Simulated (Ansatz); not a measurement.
# Computed scan of one atom of the cell: Pt (fcc, Cu type)

Relaxed Pt (fcc, Cu type):

```xyz
4
Lattice="3.9181 0.0000 0.0000 0.0000 3.9181 0.0000 0.0000 0.0000 3.9181" Properties=species:S:1:pos:R:3 pbc="T T T"
Pt     0.0000     0.0000     0.0000
Pt     1.9591     1.9591     0.0000
Pt     1.9591     0.0000     1.9591
Pt     0.0000     1.9591     1.9591
```

In each cell atom 4 (Pt, nearest neighbour Pt at 2.771 Å; its periodic images, 3.9 Å or more away, move with it) moves by s·(0.000, 0.000, 1.000) (along Cartesian z), the rest being held.

All values below come from PBEsol (plane waves to 420 eV, PAW, scalar-relativistic; Ansatz, a program for electronic structure). k mesh 10×10×10 (Γ-centred), Fermi-Dirac smearing 0.05 eV. Energies are smeared free energies. With partly filled bands, energies and forces of such displacements shift with the k mesh and the smearing. F∥ is the force on the atom along that direction. Pt is run without spin polarisation. Pt was relaxed with its symmetry unable to fall. Spin-orbit coupling is left out, though Pt is heavy. The PAW data are Ansatz's earlier set. The zero of ΔE is the undisplaced structure.

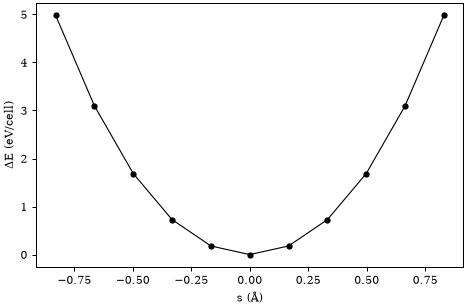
Fig. 1. ΔE (eV/cell) against s (Å); one marker a computed point.

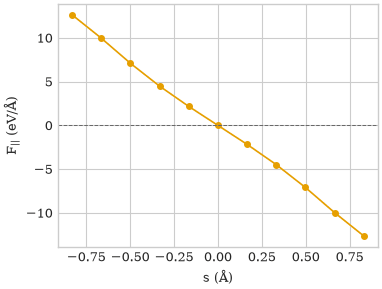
*F∥ (eV/Å) against s (Å); markers are the computed points, lines only join them.*

The energy at s = 0.830 Å comes out as 4982 meV/cell and the force constant k = d²E/ds² at s = 0 (finite differences) comes out as 12.9 eV/Å². Shape of the curve: a single well with its minimum at or next to zero displacement. Symmetry of the curve: even: the same for both signs. Harmonic estimate at the end of the scan: ½ks² = 4445 meV/cell against the computed 4982 meV/cell, so the well is stiffer than harmonic there.

With its periodic images moving along, the atom's site symmetry in this cell is m-3m.

(For displaced atoms, the force is minus the slope of the energy, and its curvature is a force constant, which sets phonon frequencies.)
